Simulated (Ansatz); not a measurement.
Cost and result by functional for the surface energy of the (21-30) surface of hcp Os in its 1x1 cell, outermost plane spacing 0.30 Å in the ideal cut, in Ansatz (plane waves, PAW). Single points on the PBE structure, on one kind of machine; costs are rough ratios of the slab run's core time (references not counted) to the cheapest single point. r2SCAN's cost holds its higher cutoff (500 against 420 eV). Differences are taken against r2SCAN for comparison alone: no measured value is at hand, so the table doesn't rank accuracy.

Slab: 24 atoms, 10.2 Å thick at the start (thin: gaps and levels are the slab's own); k 9x5x1, smearing 0.1 eV, dipole-corrected; all atoms relaxed; start symmetry kept, larger cells not searched; no spin, no spin-orbit, no U. These notes are the PBE run's.

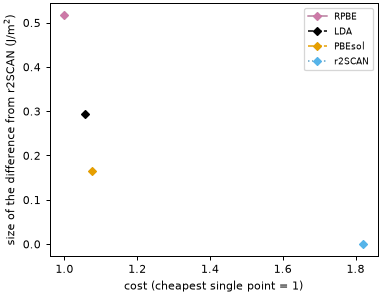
Figure. Difference from r2SCAN against cost

```
functional                     relative cost  surface energy (J/m²)  less r2SCAN (J/m²)
-----------------------------  -------------  ---------------------  ------------------
RPBE                                       1                   3.77               -0.52
LDA                                        1                   4.58                0.29
PBEsol                                     1                   4.45                0.16
r2SCAN                                     2                   4.28                0.00
PBE (the relaxed run's value)              –                   4.00               -0.28
```

The values span 0.81 J/m², while the single points' costs differ by a factor of roughly 2. Differences are of unrounded values.

Ansatz is a program for electronic structure.
